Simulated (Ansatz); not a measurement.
Starting cell, Co (hcp, Mg type):

```xyz
2
Lattice="2.4573 0.0000 0.0000 -1.2286 2.1281 0.0000 0.0000 0.0000 3.9686" Properties=species:S:1:pos:R:3 pbc="T T T"
Co     0.0000     1.4187     2.9765
Co     1.2286     0.7094     0.9922
```

In this cell atom 2 (Co, nearest neighbour Co at 2.439 Å; its periodic images, 2.5 Å or more away, move with it) is moved by s along Cartesian [111], unit vector (0.577, 0.577, 0.577); all other atoms and the cell stay fixed.

Calculation: PBEsol (plane waves to 420 eV, PAW, scalar-relativistic; Ansatz, a first-principles code). k mesh 17×17×10 (Γ-centred), Fermi-Dirac smearing 0.05 eV. Energies are smeared free energies. With partly filled bands, energies and forces of such displacements shift with the k mesh and the smearing. Co was relaxed with its symmetry unable to fall. Relaxed Co ends ferromagnetic. Other magnetic orders were not checked, so this need not be the ground state. ΔE is measured from the undisplaced structure.

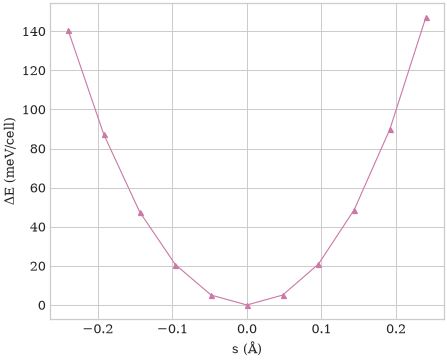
Figure. ΔE (meV/cell) against s (Å); computed points joined by lines.

Q: Is the energy the same for displacements of ±0.240 Å, and if not, which side lies higher?

A: Not even: the positive side lies higher at ±0.240 Å.

Q: What is the energy change at s = 0.240 Å?

A: About 150 meV/cell.

(A displaced cell: forces are minus the slopes of the energy, force constants its curvatures, and phonons follow from these.)
